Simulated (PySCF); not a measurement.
Input

```
{"job": {"kind": "nmr", "xc": "PBE0", "basis": "pcSseg-1", "pop": false}, "charge": 1, "multiplicity": 1}
C      3.395800    -1.768500     1.236600
C      2.696200    -1.337000     0.366100
C      1.968500    -0.637600    -0.684600
C      0.539100    -0.287400    -0.450000
O      0.023700     0.636700    -1.198000
C     -1.256200     0.964200    -0.701600
C     -1.458400    -0.177400     0.398200
C     -2.509100    -1.271700     0.082700
O     -0.174700    -0.748000     0.466000
H      3.970400    -2.336200     1.918800
H      2.478700     0.298100    -0.911400
H      1.985000    -1.171600    -1.607800
H     -1.985700     0.839300    -1.505400
H     -1.321100     1.966000    -0.219300
H     -1.748600     0.194400     1.379500
H     -2.465900    -1.470100    -0.948400
H     -2.184500    -2.199800     0.540000
H     -3.510700    -1.143200     0.447600
```

Command:

```sh
OMP_NUM_THREADS=1 python probes_run.py task.json out
```

Geometry: GFN2-xTB, MD frame at 250 fs, 300 K.

These are results of PBE0/pcSseg-1, SCF density, gas phase, non-relativistic (PySCF 2.14.0), not measurements.

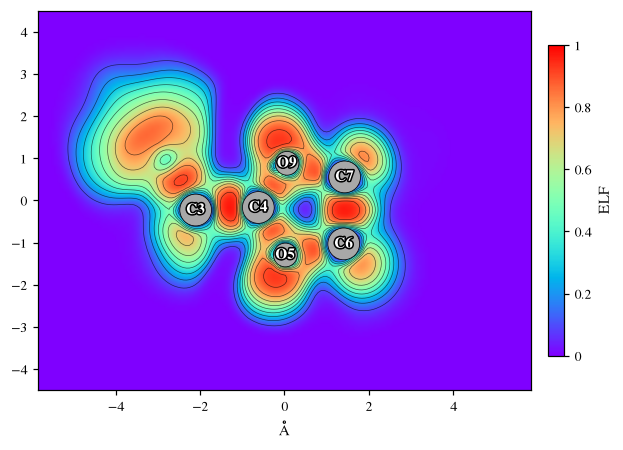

C$_{7}$H$_{9}$O$_{2}$ (charge +1). Electron localisation function on the plane of atoms O5, C4 and O9. Grey discs cover the atomic cores.

What do the fields say about this system?

Answer.
- The plane passes through C and O nuclei.
- C–O (1.25 Å): the ELF peaks at about 0.90 between the atoms: a polar covalent bond.
- C–O (1.30 Å): the ELF peaks at about 0.90 between the atoms: a short, strongly polar bond.
- C–O (1.41 Å): the ELF peaks at about 0.90 between the atoms (a shared but strongly polarised pair).
- The ELF also peaks beside O5 and O9, away from the bonds: lone-pair regions.
